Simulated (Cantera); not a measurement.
Charge: 1 mol LiOH, 0.65 mol H₂, 0.13 mol O₂, equilibrated at 2073.15 K.

These are equilibrium values from Cantera (NASA tables, ideal gas, pure condensed phases), not measurements of a reactor. Candidate condensed phases: H₂O, Li, LiH, LiOH, Li₂O; 17 gas species. Kinetics and transport are ignored.

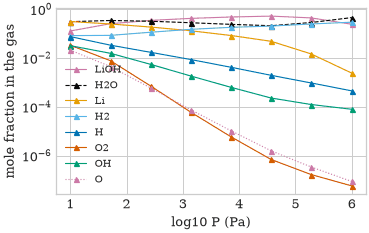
Figure: Equilibrium gas composition (values under 1e-9 drawn at 1e-9)

From 0.000100 bar to 0.370 bar nothing is condensed. From 1.90 bar to 10.0 bar the condensed part is Li₂O(l). The main Li-bearing gas is Li at 0.000100 bar and LiOH at 10.0 bar.
